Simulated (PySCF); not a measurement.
**SiF (charge −1, triplet): density, localisation and related maps**

```xyz
2

Si    0.0000    0.0000   -0.6916
F     0.0000    0.0000    1.0184
```

The calculation used PySCF 2.14.0, PBE0/def2-TZVPPD, non-relativistic Hamiltonian with scalar-relativistic core potentials where named, at a bond length of 1.710 Å.

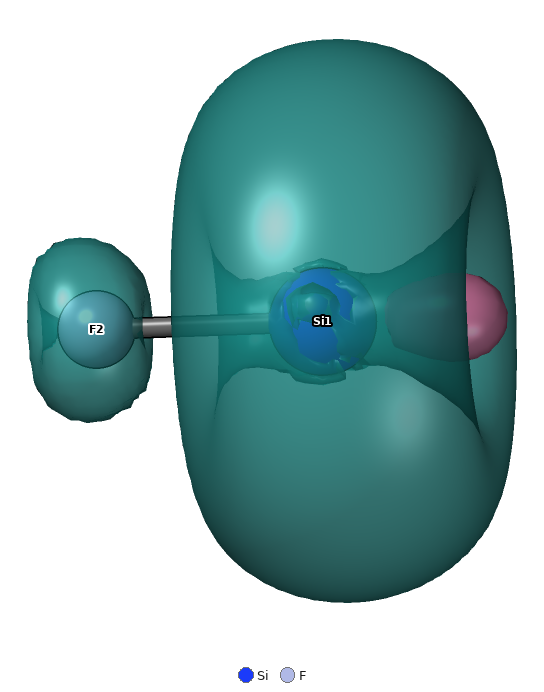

Figure 1. Isosurfaces of the spin density at +0.02 (teal) and −0.02 e/Å³ (pink), seen from one side.

Where is the unpaired spin?

The unpaired spin (2 electrons) lies mostly on Si1 (about 1.9) and F2 (about 0.1), in electrons by Hirshfeld's partition.

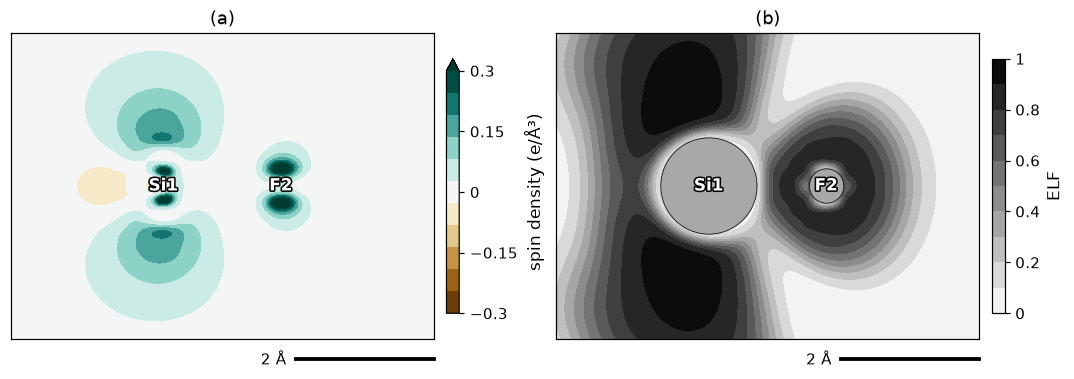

Figure 2. (a) spin density (α minus β); (b) electron localisation function on a plane that holds the molecular axis. Grey discs cover the atomic cores in the ELF map.

Interpret the plot.

The section cuts through Si and F sites. Si–F (1.71 Å): the ELF peaks at about 0.85 in the valence shell of F, 0.6 Å from its nucleus, and is about 0.55 at the midpoint. The ELF also peaks beside Si1 and F2, away from the bonds: non-bonding electrons, paired or unpaired.
